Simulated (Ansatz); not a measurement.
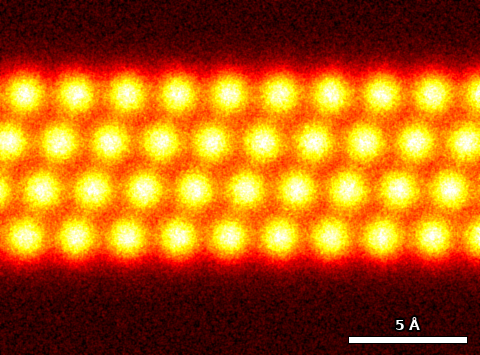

Cross-section of a slab of composition Cu, seen along a direction in its plane, the normal pointing up. Simulated as the projected potential of neutral atoms (B = 0.5 Å²) blurred by a 1.20 Å probe, the thin-sample limit of integrated differential phase contrast. The display is stretched by a gamma of 0.65; percentages refer to the linear signal. Shot noise was added. Atomic positions: coordinates from a relaxation in a fixed cell with DFT PBEsol, scalar-relativistic, plane waves, PAW in Ansatz.

Q: How many atomic planes does the slab have, and what do they hold from top to bottom?

A: 4 planes (atoms within 0.35 Å in height count as one plane):

```csv
plane,content,depth below the top plane (Å)
1,Cu,0.0
2,Cu,2.1
3,Cu,4.1
4,Cu,6.1
```

Q: How thick is it, and how does it end on either side?

A: The outermost planes are 6.1 Å apart. The upper face ends in Cu and the lower in Cu, so the sequence of planes is the same from both sides.
